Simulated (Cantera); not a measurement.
Feed: 1 mol B, 0.11 mol NH₃, held at 13.3 mbar.

Equilibrium computed with Cantera from the NASA thermochemical tables; the gas is ideal and each condensed phase is pure. Candidate condensed phases: B, BN; 15 gas species. Mutual solubility and eutectic melting of coexisting phases are not modelled. The tables' values for BH₂ are old estimates; treat these amounts as uncertain. Rates play no part.

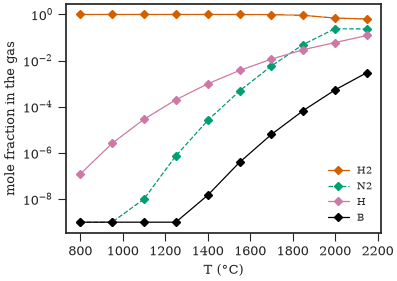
Fig. 1. Equilibrium gas composition (values under 1e-9 drawn at 1e-9)

From 800 °C to 1850 °C the condensed part is B(s) + BN(s). At 2000 °C the condensed part is B(s). At 2150 °C the condensed part is B(l). The main B-bearing gas is BH₃ at 800 °C and B at 2150 °C.
